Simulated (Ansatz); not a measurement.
## Electronic structure of FH₃OSi···CH₅N in real space

```xyz
13

Si   -1.1537   -0.5097    0.6048
F    -0.8184    0.8287    1.4792
H    -1.5938   -0.2399   -0.7943
H    -2.4589   -0.8884    1.2635
O    -0.2786   -1.9091    0.9421
H     1.4926   -0.0849    0.4996
N     0.8319   -0.0264   -0.2747
C     0.9301    1.2794   -0.9491
H    -0.8197   -2.5037    1.4821
H     1.0695   -0.7899   -0.9076
H     0.1724    1.3242   -1.7363
H     1.9164    1.4612   -1.3924
H     0.7105    2.0584   -0.2169
```

All numbers below come from UKS B3LYP/6-31G* in Ansatz.

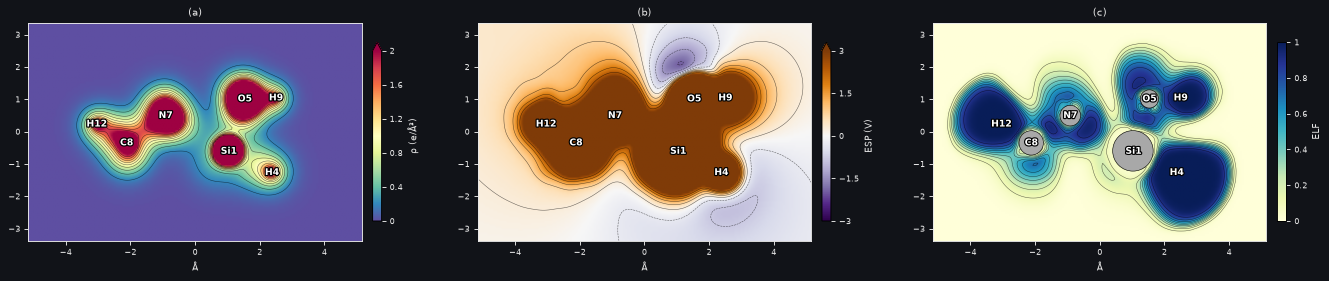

Figure 1. (a) electron density; (b) electrostatic potential; (c) ELF on the plane of atoms H4, Si1 and O5. Grey discs cover the atomic cores in the ELF map.

> What do the fields say about this system?

The section cuts through Si, H, O, N and C sites. Si1···N7 (2.22 Å): the density falls to about 0.32 e/Å³ on the way; the ELF peaks at about 0.95 in the valence shell of N, 0.7 Å from its nucleus, and is about 0.65 at the midpoint. C–N (1.47 Å): ρ is about 1.9 e/Å³ halfway; the ELF peaks at about 0.95 between the atoms; a shared electron pair. Si–O (1.68 Å): the density is about 1.1 e/Å³ at the midpoint; the ELF peaks at about 0.90 between the atoms: a shared but strongly polarised pair. O–H (0.97 Å): ρ is about 3.5 e/Å³ halfway; the ELF climbs to about 1 towards the hydrogen, as it does in any bond to H (a covalent bond by its length). C–H (1.10 Å): ρ is about 2 e/Å³ halfway; the ELF climbs to about 1 towards the hydrogen; an ordinary covalent bond to hydrogen. The ELF also peaks beside O5, away from the bonds: lone-pair regions. Outside the dense part of the complex the potential is most negative (−1.9 V) near O5.

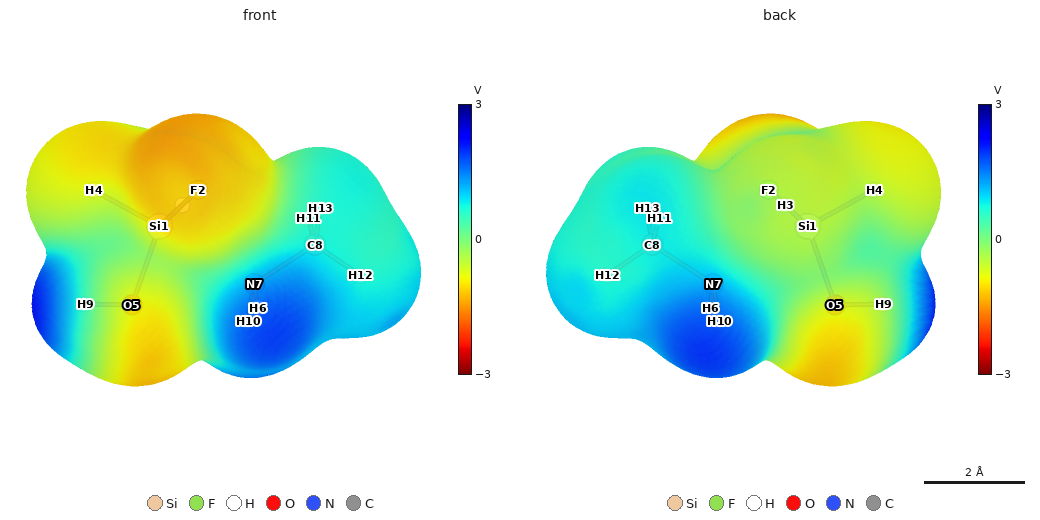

Figure 2. The molecular electrostatic potential painted on the density surface at 0.002 e/bohr³, seen from the front and from behind; red is negative and blue positive.

> Where is the surface potential most negative and most positive?

The most negative region (about −1.5 V, or −35 kcal/mol for a unit charge) lies over F2, the most positive (about +2.0 V, or +46 kcal/mol for a unit charge) over H9.

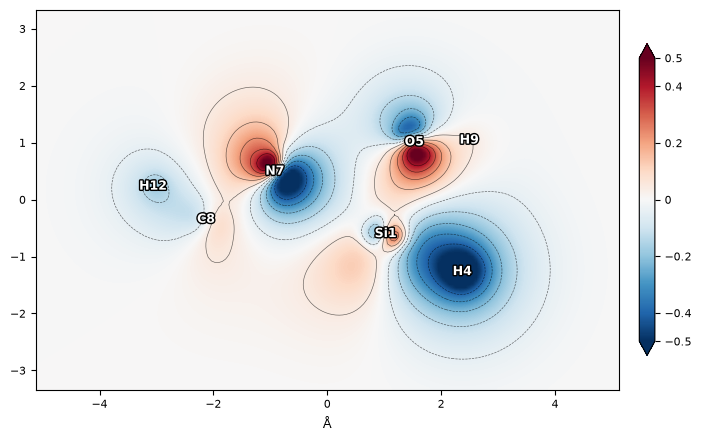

Figure 3. The HOMO on the plane of atoms N7, C8 and H12 (values in Å⁻³ᐟ²; the overall sign is arbitrary).

> What is the character of this orbital?

By Hirshfeld shares it lies mainly on H4 (about 25 %), Si1 (about 25 %), H3 (about 15 %), N7 (about 15 %) and O5 (about 10 %). Its energy is −7.16 eV.

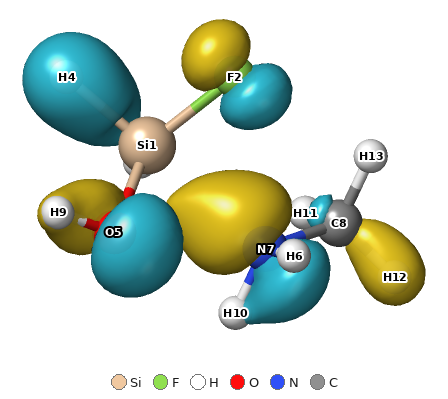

Figure 4. The HOMO−1 at ±0.15 Å⁻³ᐟ² (yellow and cyan are the two phases), seen at a tilt.

> What is the character of this orbital?

By Hirshfeld shares it lies mainly on N7 (about 25 %), O5 (about 25 %), Si1 (about 15 %), F2 (about 15 %) and H4 (about 10 %). Its energy is −8.11 eV.
